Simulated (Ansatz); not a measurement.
**One shape, several levels: SiH3F (SMILES F[SiH3])**

Aim: a comparison of 6 runs (HF/STO-3G, UHF/STO-3G, PBE/STO-3G, r2SCAN/STO-3G, UMP2/STO-3G, CCSDTQ/STO-3G) of SiH3F. 

Program for the calculation: Ansatz 0.2.0.

57 further runs of the same task are left out: 2 that didn't finish, 55 set aside as unsound or not needed.

## 1. Starting point

The species is SiH3F (5 atoms), meant as a singlet with charge 0. As SMILES, `F[SiH3]`. The H3–Si2 distance was set to 2.223 Å, away from the relaxed value. At this shape a bond of the SMILES string is far longer than usual.

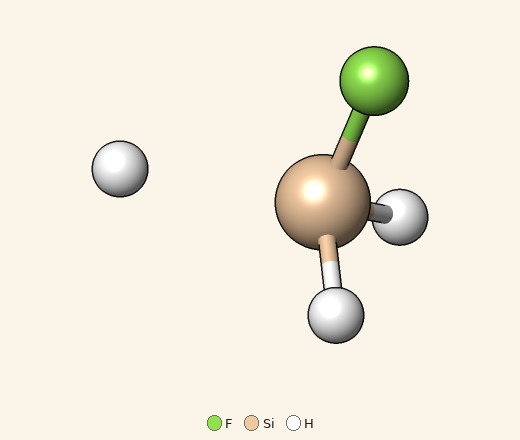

Viewed from a chosen angle; fluorine green, silicon light orange, hydrogen white.

## 2. A single-point energy at HF/STO-3G (run 1)

job.yaml

```yaml
crystal:
  periodic: [false, false, false]
  atoms:
    - {symbol: F, position_ang: [-1.069060, 0.249446, 1.564466]}
    - {symbol: Si, position_ang: [0.248840, 0.067346, 0.675766]}
    - {symbol: H, position_ang: [-0.367800, -0.192600, -1.443700]}
    - {symbol: H, position_ang: [0.974140, -1.131254, 1.158066]}
    - {symbol: H, position_ang: [1.086040, 1.280046, 0.829866]}
basis:
  gaussian:
    orbitals: STO-3G
hamiltonian:
  xc: hf
accuracy: high
```

The run is started by

```bash
$ ansatz run job.yaml --threads 1 --pin off --max-ram 2610MiB --events-out events.jsonl --progress --plain --runs-dir runs
```

The log of the run:

```text
Warning: RAYON_NUM_THREADS=1 ignored (pool sized by the plan → 1); use --threads N
Functional definition: HF
  name "HF"
  exchange = exact_x
  correlation = 0
291 factors; integrals over basis functions are off by at most 4.1e-8 eV
mean field evaluation 1: about -10480.6819 eV, gradient 2.0e1 eV
mean field evaluation 2: about -10480.6944 eV, gradient 2.0e1 eV
mean field evaluation 4: about -10482.7816 eV, gradient 1.1e0 eV
mean field evaluation 8: about -10482.7896 eV, gradient 5.2e-4 eV
mean field -10482.78955844 eV, -385.2354107827 hartree, gradient 1.3e-8 eV, S^2 0.000000; 0 other end points of the search recorded, 0 dependent functions left out
reference -10482.78955844 eV, -385.2354107827 hartree; 13, 13 occupied and 4, 4 virtual orbitals, 291 factors
Total energy: -10482.78955844 eV, -385.2354107827 hartree
```

It took 0.12 s on 1 thread of Intel Xeon Platinum 8259CL at 2.50GHz (Skylake/Cascade Lake), shared host.

## 3. A single-point energy at UHF/STO-3G (run 2)

run.yaml

```yaml
crystal:
  periodic: [false, false, false]
  atoms:
    - {symbol: F, position_ang: [-1.069060, 0.249446, 1.564466]}
    - {symbol: Si, position_ang: [0.248840, 0.067346, 0.675766]}
    - {symbol: H, position_ang: [-0.367800, -0.192600, -1.443700]}
    - {symbol: H, position_ang: [0.974140, -1.131254, 1.158066]}
    - {symbol: H, position_ang: [1.086040, 1.280046, 0.829866]}
basis:
  gaussian: {orbitals: STO-3G}
magnetization: {spin_polarized: true, initial_magnetization: 0}
hamiltonian: {xc: hf}
accuracy: high
```

The run is started by

```bash
$ ansatz run run.yaml --threads 1 --pin off --max-ram 2610MiB --events-out events.jsonl --progress --plain --runs-dir runs
```

The log of the run:

```text
Warning: RAYON_NUM_THREADS=1 ignored (pool sized by the plan → 1); use --threads N
Functional definition: HF
  name "HF"
  exchange = exact_x
  correlation = 0
291 factors; integrals over basis functions are off by at most 4.1e-8 eV
mean field evaluation 1: about -10480.6819 eV, gradient 1.4e1 eV
mean field evaluation 2: about -10480.6944 eV, gradient 1.4e1 eV
mean field evaluation 4: about -10482.7816 eV, gradient 8.0e-1 eV
mean field evaluation 8: about -10482.7896 eV, gradient 5.4e-6 eV
mean field evaluation 16: about -10483.3116 eV, gradient 2.6e-1 eV
mean field evaluation 32: about -10483.3020 eV, gradient 1.7e-4 eV
mean field -10483.30203202 eV, -385.2542438393 hartree, gradient 1.9e-8 eV, S^2 0.546562; 3 other end points of the search recorded, 0 dependent functions left out
reference -10483.30203202 eV, -385.2542438393 hartree; 13, 13 occupied and 4, 4 virtual orbitals, 291 factors
Total energy: -10483.30203202 eV, -385.2542438393 hartree
```

Wall time 0.22 s (1 thread of Intel Xeon Platinum 8259CL at 2.50GHz (Skylake/Cascade Lake), shared host).

Runs 3 to 5 aren't shown in full; the table further down has their settings and results.

## 4. The energy at CCSDTQ/STO-3G (run 6)

run.yaml: that of step 3 with these lines changed.

```diff
@@ -10,4 +10,4 @@
   gaussian: {orbitals: STO-3G}
-magnetization: {spin_polarized: true, initial_magnetization: 0}
-hamiltonian: {xc: hf}
 accuracy: high
+scf: {omitted_lower_state_checks: [cluster_reference, increment]}
+correlation: {method: ccsdtq, frozen_orbitals: {F: 1, H: 0, Si: 5}}
```

The run is started by

```bash
$ ansatz run run.yaml --threads 1 --pin off --max-ram 2610MiB --events-out events.jsonl --progress --plain --runs-dir runs
```

The log of the run, shortened:

```text
Warning: RAYON_NUM_THREADS=1 ignored (pool sized by the plan → 1); use --threads N
Functional definition: HF
  name "HF"
[...]
291 factors; integrals over basis functions are off by at most 4.1e-8 eV
[...]
mean field -10482.78955844 eV, -385.2354107827 hartree, gradient 1.3e-8 eV, S^2 0.000000; 0 other end points of the search recorded, 0 dependent functions left out; unrestricted orbitals would lower it
6 core orbitals not correlated: weight in the atoms' cores, before any rotation towards them, 1.000 or more for the frozen orbitals, at most 0.000 for the correlated occupied ones
reference -10482.78955844 eV, -385.2354107827 hartree; 7, 7 occupied and 4, 4 virtual orbitals, 291 factors
second order -2.16446927 eV of doubles, -0.00000000 eV of singles
cycle   1  -2.78769582 eV  change   -6.2e-1 eV  update   1.1e-1
[...]
cycle  29  -3.38366074 eV  change   4.6e-10 eV  update  6.0e-10
Total energy: -10486.17321918 eV, -385.3597580212 hartree
Checks for a lower state left out: cluster_reference, increment
```

Run time: 3.9 s. Hardware: 1 thread of Intel Xeon Platinum 8259CL at 2.50GHz (Skylake/Cascade Lake), shared host; peak memory 0.12 GiB.

## 5. The series

```csv
run,level,frozen core orbitals,energy (Eh),wall time
1,HF/STO-3G,–,-385.235411,0.12 s
2,UHF/STO-3G,–,-385.254244,0.22 s
3,PBE/STO-3G,–,-385.951082,1 s
4,r2SCAN/STO-3G,–,-386.164211,2 s
5,UMP2/STO-3G,6,-385.306894,0.22 s
6,CCSDTQ/STO-3G,6,-385.359758,3.9 s
```

## 6. What came out

| quantity | value |
| --- | --- |
| run 6: total energy | -385.35976 Eh |
| run 6: correlation energy (6 core orbitals frozen) | -124.3 mEh |
| run 6: T1 diagnostic | 0.013 |

In words: Below the UHF energy at the same shape and in the same basis (STO-3G): UMP2 -52.7 mEh; CCSDTQ -105.5 mEh. Some of these start from another determinant than that one, so these aren't their correlation energies. Totals of different functionals can't be ranked against each other. In run 6 the log says that unrestricted orbitals would lower the reference, so the values rest on an unstable closed-shell determinant (other closed-shell runs at this shape may share the fault). In runs 1, 2, 3, 4, 5, 6 the basis is minimal, so the values are rough. Spin contamination of the reference: run 2 ⟨S²⟩ = 0.55, run 5 ⟨S²⟩ = 0.55. All runs together took 7.5 s, the longest 3.9 s.
